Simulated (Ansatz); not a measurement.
# U-revPBE/def2-SVP run of C2H3Cl2Si (SMILES [H]/[C]=C/[SiH](Cl)Cl)

Aim: the energy change on altering one bond length of C2H3Cl2Si at U-revPBE/def2-SVP, from 2 runs. 

Program for the calculation: Ansatz 0.2.0.

61 further runs of the same task are left out: 61 set aside as unsound or not needed.

**1. The system as given**

C2H3Cl2Si has 8 atoms, charge 0, and is taken as a doublet. As SMILES, `[H]/[C]=C/[SiH](Cl)Cl`. The shape is that of a PBE0-D4/def2-TZVP optimisation. This is one conformer, not always the lowest.

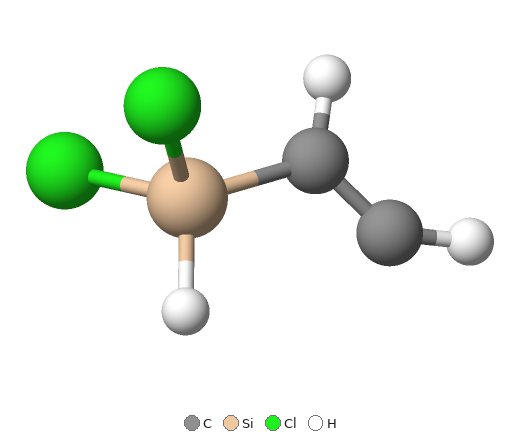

The structure, seen from a chosen angle (carbon grey, silicon light orange, chlorine green, hydrogen white).

**2. A single-point energy at U-revPBE/def2-SVP**

The input, molecule.yaml:

```yaml
crystal:
  periodic: [false, false, false]
  atoms:
    - {symbol: C, position_ang: [-0.467200, 1.549800, 0.659300]}
    - {symbol: C, position_ang: [-0.193600, 0.279100, 0.737900]}
    - {symbol: Si, position_ang: [0.301600, -0.635800, -0.791100]}
    - {symbol: Cl, position_ang: [-1.013100, -2.166600, -1.130900]}
    - {symbol: Cl, position_ang: [2.164100, -1.443500, -0.534600]}
    - {symbol: H, position_ang: [-0.772500, 2.376400, 1.285600]}
    - {symbol: H, position_ang: [-0.249600, -0.262100, 1.689000]}
    - {symbol: H, position_ang: [0.322500, 0.245600, -1.971100]}
basis:
  gaussian: {orbitals: def2-SVP}
output: {orbitals: {seedname: orbitals}}
hamiltonian: {xc: {name: revPBE}}
magnetization: {spin_polarized: true, initial_magnetization: 1}
accuracy: high
```

Run with:

```sh
$ ansatz run molecule.yaml --threads 1 --pin off --max-ram 3480MiB --events-out events.jsonl --progress --plain --runs-dir runs
```

Standard output:

```text
Warning: RAYON_NUM_THREADS=1 ignored (pool sized by the plan → 1); use --threads N
Functional definition: revPBE
  name "revPBE"
  parameter kappa = 1.245
  parameter beta = 0.06672455060314922
  exchange = pbe_x(kappa = kappa, mu = beta*pi^2/3)
  correlation = pbe_c(beta = beta)
2058 factors; integrals over basis functions are off by at most 5.3e-9 eV
mean field evaluation 1: about -35020.9786 eV, gradient 3.2e1 eV
mean field evaluation 2: about -35011.9412 eV, gradient 5.0e1 eV
mean field evaluation 4: about -35026.8224 eV, gradient 5.1e0 eV
mean field evaluation 8: about -35026.9567 eV, gradient 2.9e-1 eV
mean field evaluation 16: about -35026.9575 eV, gradient 1.2e-4 eV
mean field -35026.95749284 eV, -1287.2169457372 hartree, gradient 2.2e-8 eV, S^2 0.758716; 0 other end points of the search recorded, 0 dependent functions left out
reference -35026.95749654 eV, -1287.2169458734 hartree; 32, 31 occupied and 65, 66 virtual orbitals, 2058 factors
Total energy: -35026.95749654 eV, -1287.2169458734 hartree
```

Wall time 13 s (1 thread of Arm Neoverse V1, shared host); peak memory 0.32 GiB.

**3. The distorted shape**

The input, job.yaml:

```yaml
crystal:
  periodic: [false, false, false]
  atoms:
    - symbol: C
      position_ang: [-0.470334, 1.417614, 0.836268]
    - symbol: C
      position_ang: [-0.196734, 0.146914, 0.914868]
    - symbol: Si
      position_ang: [0.298466, -0.767986, -0.614132]
    - symbol: Cl
      position_ang: [-1.016234, -2.298786, -0.953932]
    - symbol: Cl
      position_ang: [2.160966, -1.575686, -0.357632]
    - symbol: H
      position_ang: [-0.775634, 2.244214, 1.462568]
    - symbol: H
      position_ang: [-0.252734, -0.394286, 1.865968]
    - symbol: H
      position_ang: [0.322500, 0.245600, -1.971100]
basis:
  gaussian:
    orbitals: def2-SVP
magnetization:
  spin_polarized: true
  initial_magnetization: 1
hamiltonian:
  xc: {name: revPBE}
accuracy: high
output: {orbitals: {seedname: orbitals}}
```

Run with:

```sh
$ ansatz run job.yaml --threads 1 --pin off --max-ram 3480MiB --events-out events.jsonl --progress --plain --runs-dir runs
```

Standard output, shortened:

```text
Warning: RAYON_NUM_THREADS=1 ignored (pool sized by the plan → 1); use --threads N
[... 6 set-up lines as earlier in the session ...]
2045 factors; integrals over basis functions are off by at most 7.4e-9 eV
mean field evaluation 1: about -35020.7152 eV, gradient 3.2e1 eV
mean field evaluation 2: about -35010.4770 eV, gradient 5.1e1 eV
mean field evaluation 4: about -35026.4534 eV, gradient 6.7e0 eV
mean field evaluation 8: about -35026.6962 eV, gradient 3.0e-1 eV
mean field evaluation 16: about -35026.6971 eV, gradient 2.2e-4 eV
mean field -35026.69711375 eV, -1287.2073769825 hartree, gradient 2.0e-8 eV, S^2 0.758833; 0 other end points of the search recorded, 0 dependent functions left out
reference -35026.69711750 eV, -1287.2073771201 hartree; 32, 31 occupied and 65, 66 virtual orbitals, 2045 factors
Total energy: -35026.69711750 eV, -1287.2073771201 hartree
```

Wall time 13 s (1 thread of Arm Neoverse V1, shared host); peak memory 0.31 GiB.

**4. Results**

Level: U-revPBE/def2-SVP.

| quantity | value |
| --- | --- |
| first shape: total energy | -1287.21695 Eh |
| first shape: HOMO energy (highest over α and β) | -5.59 eV |
| first shape: LUMO energy (lowest over α and β) | -3.23 eV |
| first shape: ⟨S²⟩ | 0.759 |
| distorted shape: total energy | -1287.20738 Eh |
| distorted shape: HOMO energy (highest over α and β) | -5.64 eV |
| distorted shape: LUMO energy (lowest over α and β) | -3.26 eV |
| distorted shape: ⟨S²⟩ | 0.759 |
| energy change with the Si3–H8 bond stretched from 1.473 to 1.694 Å | 0.260 eV |

What this shows: With the Si3–H8 bond stretched from 1.473 to 1.694 Å the energy rises by 0.26 eV (6.0 kcal/mol). The first shape isn't relaxed at this level, so the change isn't measured from a minimum.
